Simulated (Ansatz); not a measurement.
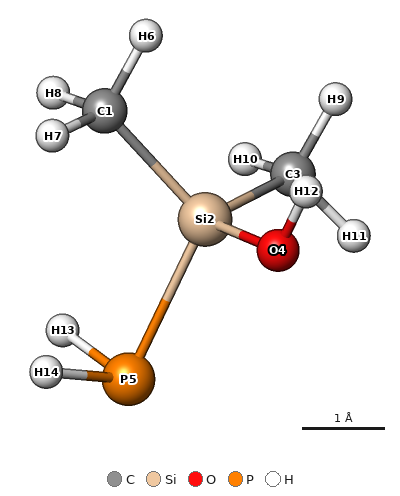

**Figure 1.** The input geometry of the first run (ball-and-stick view, seen at a tilt; atoms are numbered from 1 in the order of the input).

**Two runs on C2H9OPSi**

System: C2H9OPSi.
Method of the first run: RKS r2SCAN-D4/def2-TZVPP (Ansatz 0.2.0).

The geometry comes from this level: PBE0-D4/def2-TZVP. Text and figures count atoms from 1; the logs count them from 0 in places.

**Input file, the first run**
```yaml
crystal:
  periodic: [false, false, false]
  atoms:
    - {symbol: C, position_ang: [-1.133343, 1.146583, -0.047159]}
    - {symbol: Si, position_ang: [-0.084687, -0.397536, 0.052798]}
    - {symbol: C, position_ang: [1.438586, -0.064532, 1.080538]}
    - {symbol: O, position_ang: [-0.971391, -1.650312, 0.676902]}
    - {symbol: P, position_ang: [0.573806, -1.183950, -1.955344]}
    - {symbol: H, position_ang: [-1.444962, 1.475067, 0.949904]}
    - {symbol: H, position_ang: [-2.030648, 0.973797, -0.645550]}
    - {symbol: H, position_ang: [-0.574002, 1.966324, -0.505212]}
    - {symbol: H, position_ang: [1.164775, 0.266960, 2.086776]}
    - {symbol: H, position_ang: [2.054243, 0.718419, 0.629276]}
    - {symbol: H, position_ang: [2.049043, -0.965364, 1.175240]}
    - {symbol: H, position_ang: [-1.509323, -1.469416, 1.448740]}
    - {symbol: H, position_ang: [1.128476, 0.069369, -2.337102]}
    - {symbol: H, position_ang: [-0.673373, -0.914507, -2.580807]}
basis:
  gaussian: {orbitals: def2-TZVPP}
hamiltonian: {xc: r2scan, dispersion: d4}
output: {forces: true, orbitals: {seedname: orbitals}}
```

Hardware: 4 CPU threads, shared host.

**Output (the first run)**
```
Functional definition: r2SCAN
  parameter k0 = 0.174
  parameter k1 = 0.065
  parameter a1 = 4.9479
  exchange = r2scan_x(k0 = k0, k1 = k1, a1 = a1)
  correlation = r2scan_c
1617 factors; their error is unknown
mean field evaluation 1: about -21418.3279 eV, gradient 9.1e1 eV
mean field evaluation 2: about -21400.5908 eV, gradient 1.2e2 eV
mean field evaluation 4: about -21435.0413 eV, gradient 7.8e0 eV
mean field evaluation 8: about -21435.1755 eV, gradient 2.4e-1 eV
mean field evaluation 16: about -21435.1315 eV, gradient 8.0e-4 eV
mean field -21435.13146312 eV, -787.7265520159 hartree, gradient 3.5e-5 eV, S^2 0.000000; 0 other end points of the search recorded, 0 dependent functions left out
the calculation of the forces begins
reference -21435.13147652 eV, -787.7265525082 hartree; 29, 29 occupied and 274, 274 virtual orbitals, 1617 factors
Total energy: -21435.21772475 eV, -787.7297220722 hartree
Atom 0 at    -1.133343     1.146583    -0.047159 Å, force     0.009121     0.000785    -0.006033 eV/Å
Atom 1 at    -0.084687    -0.397536     0.052798 Å, force     0.000545     0.046055     0.014472 eV/Å
Atom 2 at     1.438586    -0.064532     1.080538 Å, force     0.003305    -0.001792    -0.016088 eV/Å
Atom 3 at    -0.971391    -1.650312     0.676902 Å, force    -0.009633    -0.051204    -0.003666 eV/Å
Atom 4 at     0.573806    -1.183950    -1.955344 Å, force     0.031757    -0.041039    -0.038081 eV/Å
Atom 5 at    -1.444962     1.475067     0.949904 Å, force    -0.002974     0.005648    -0.015988 eV/Å
Atom 6 at    -2.030648     0.973797    -0.645550 Å, force     0.011326     0.018193     0.013444 eV/Å
Atom 7 at    -0.574002     1.966324    -0.505212 Å, force    -0.024213     0.000657     0.010390 eV/Å
Atom 8 at     1.164775     0.266960     2.086776 Å, force     0.012392    -0.003443    -0.012610 eV/Å
Atom 9 at     2.054243     0.718419     0.629276 Å, force     0.003011    -0.013452     0.021841 eV/Å
Atom 10 at     2.049043    -0.965364     1.175240 Å, force     0.000144     0.024689     0.007761 eV/Å
Atom 11 at    -1.509323    -1.469416     1.448740 Å, force    -0.021607     0.001058     0.024092 eV/Å
Atom 12 at     1.128476     0.069369    -2.337102 Å, force    -0.010542     0.002636     0.000710 eV/Å
Atom 13 at    -0.673373    -0.914507    -2.580807 Å, force    -0.002632     0.011209    -0.000243 eV/Å
Dipole moment:    -0.157749     0.410627     0.332616 e Å
```

For the second run the input was changed thus:
```diff
-hamiltonian: {xc: r2scan, dispersion: d4}
+hamiltonian: {xc: pbe, dispersion: d4}
```

Predict how the results change.

The total energies belong to different models, so their difference says nothing on which is more stable or more accurate. The largest force goes from 0.064 to 0.519 eV/Å. The HOMO goes from −6.27 to −6.03 eV. The LUMO goes from −0.02 to −0.46 eV. The dipole moment goes from 2.65 to 2.55 D.

**Output (the second run)**
```
Functional definition: PBE
  parameter kappa = 0.804
  parameter beta = 0.06672455060314922
  exchange = pbe_x(kappa = kappa, mu = beta*pi^2/3)
  correlation = pbe_c(beta = beta)
1617 factors; their error is unknown
mean field evaluation 1: about -21404.3631 eV, gradient 1.0e2 eV
mean field evaluation 2: about -21365.1358 eV, gradient 1.6e2 eV
mean field evaluation 4: about -21424.6100 eV, gradient 1.4e1 eV
mean field evaluation 8: about -21425.0297 eV, gradient 3.3e-1 eV
mean field evaluation 16: about -21424.9873 eV, gradient 7.6e-4 eV
mean field -21424.98729129 eV, -787.3537605769 hartree, gradient 3.4e-5 eV, S^2 0.000000; 0 other end points of the search recorded, 0 dependent functions left out
the calculation of the forces begins
reference -21424.98733970 eV, -787.3537623560 hartree; 29, 29 occupied and 274, 274 virtual orbitals, 1617 factors
Total energy: -21425.32443656 eV, -787.3661504369 hartree
Atom 0 at    -1.133343     1.146583    -0.047159 Å, force     0.013230    -0.004769     0.001892 eV/Å
Atom 1 at    -0.084687    -0.397536     0.052798 Å, force     0.129645     0.258954    -0.123645 eV/Å
Atom 2 at     1.438586    -0.064532     1.080538 Å, force     0.001526    -0.004060    -0.025705 eV/Å
Atom 3 at    -0.971391    -1.650312     0.676902 Å, force    -0.010580    -0.486057    -0.182362 eV/Å
Atom 4 at     0.573806    -1.183950    -1.955344 Å, force     0.179609    -0.339999    -0.011954 eV/Å
Atom 5 at    -1.444962     1.475067     0.949904 Å, force    -0.063369     0.070627     0.186846 eV/Å
Atom 6 at    -2.030648     0.973797    -0.645550 Å, force    -0.167833    -0.025510    -0.113499 eV/Å
Atom 7 at    -0.574002     1.966324    -0.505212 Å, force     0.097165     0.163311    -0.086601 eV/Å
Atom 8 at     1.164775     0.266960     2.086776 Å, force    -0.049874     0.062425     0.188223 eV/Å
Atom 9 at     2.054243     0.718419     0.629276 Å, force     0.125165     0.146884    -0.076886 eV/Å
Atom 10 at     2.049043    -0.965364     1.175240 Å, force     0.122719    -0.164253     0.022713 eV/Å
Atom 11 at    -1.509323    -1.469416     1.448740 Å, force    -0.255944     0.074027     0.358554 eV/Å
Atom 12 at     1.128476     0.069369    -2.337102 Å, force     0.054328     0.184072    -0.048698 eV/Å
Atom 13 at    -0.673373    -0.914507    -2.580807 Å, force    -0.175787     0.064346    -0.088876 eV/Å
Dipole moment:    -0.150291     0.393051     0.321984 e Å
```

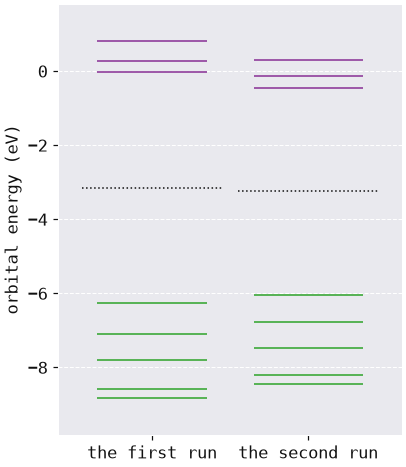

**Figure 2.** The five highest filled and three lowest empty orbital energies of the two runs; the dotted lines part filled from empty levels. The HOMO–LUMO gap is 6.24 eV in the first run and 5.58 eV in the second run.

**The two runs side by side**

| quantity | the first run | the second run |
| --- | --- | --- |
| outcome | converged | converged |
| total energy (hartree) | −787.729722 | −787.366150 |
| HOMO (eV) | −6.27 | −6.03 |
| LUMO (eV) | −0.02 | −0.46 |
| dipole moment (D) | 2.65 | 2.55 |
| largest force (eV/Å) | 0.064 | 0.519 |
| basis functions | 303 | 303 |
| wall time (shared host) | 4.4 s | 2.9 s |
